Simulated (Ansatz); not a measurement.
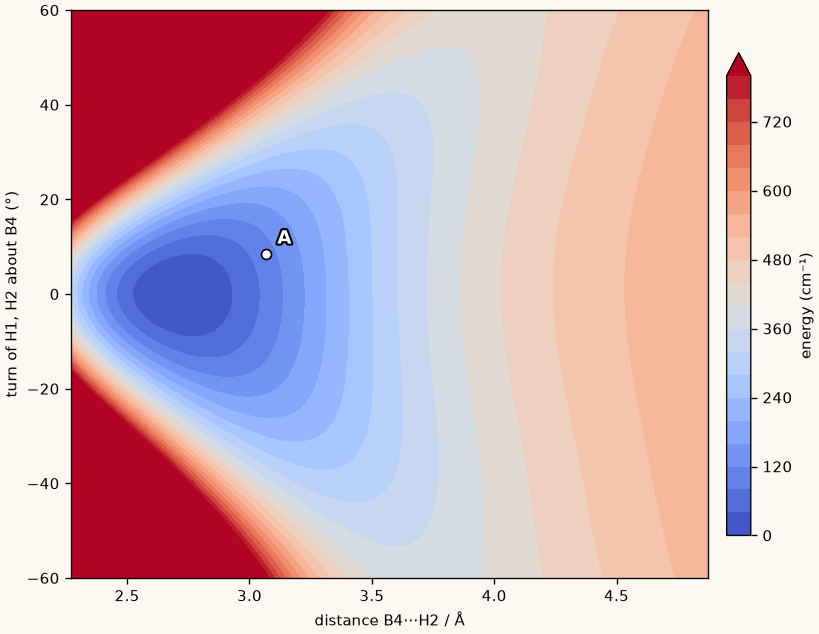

The pair H₂···BF₃. The turn is about an axis along (−0.95, 0.22, 0.22) in the frame of the relaxed pair, normal to the line between the partners. The first coordinate is: distance B4···H2; the second: turn of H1, H2 about B4. Grid: 15 × 15 points. Points are written as (first, second). All energies are given in cm⁻¹ relative to the lowest grid point. Level of theory: RKS PBE-D4/def2-SVPD in Ansatz.

Drawn: filled contours, one colour for all values above the top of the scale, the point A. Between grid points the surface is interpolated.

Which way does the force act at A, and how strong is it?

A, at (3.066 Å, 8.6°), is not a stationary point. The computed force is 360 cm⁻¹ for each Å towards smaller values of distance B4···H2 and 3.3 cm⁻¹ for each degree towards smaller values of turn of H1, H2 about B4.
